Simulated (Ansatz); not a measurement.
**Na2MgPb (space group P6_3/mmc): energy against volume**

Na2MgPb (space group P6_3/mmc)

```
Na2MgPb
1.0
    5.09430     0.00000     0.00000
   -2.54715     4.41179     0.00000
    0.00000     0.00000    10.08790
Na Mg Pb
4 2 2
Direct
  0.66667   0.33333   0.42050
  0.33333   0.66667   0.57950
  0.33333   0.66667   0.92050
  0.66667   0.33333   0.07950
  0.00000   0.00000   0.75000
  0.00000   0.00000   0.25000
  0.66667   0.33333   0.75000
  0.33333   0.66667   0.25000
```

Equation-of-state scan: isotropic scaling of the cell above, V₀ being its volume. The atoms relax within the cell's symmetry.

Computed with PBEsol (plane waves to 420 eV, PAW, scalar-relativistic; Ansatz, a program for electronic structure). k mesh 11×11×5 (Γ-centred), Fermi-Dirac smearing 0.05 eV. Energies are smeared free energies. With the shape held, the modulus is that of even scaling; a crystal free to change shape is softer. Na2MgPb was relaxed with its symmetry unable to fall. Spin-orbit coupling is left out, though Pb is heavy. The zero of ΔE is the relaxed starting cell.

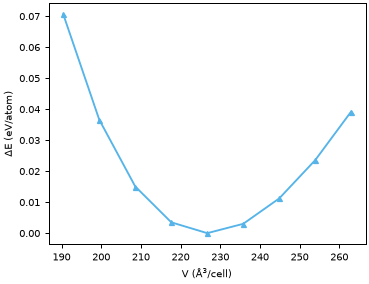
Figure: ΔE (eV/atom) against V (Å³/cell); one marker a computed point.

The energy cost of the largest compression is 71 meV/atom and the bulk modulus at fixed cell shape B₀ (third-order Birch-Murnaghan fit) is 22.7 GPa. The equilibrium volume of the fit comes out as 28.34 Å³/atom and the pressure for 5 % compression (fit) is 1.3 GPa. The pressure derivative B₀′ (fit) is 4.4.

Check by three points about V = 28.341 Å³/atom, step 2.267: d²E/dV² ≈ (15 − 2·0 + 11) meV / 2.267² = 0.00506 eV/Å⁶, and V·d²E/dV² × 160.2 = 23.0 GPa.

(Under strain, the slope of the energy per volume gives the stress and its curvature an elastic modulus.)
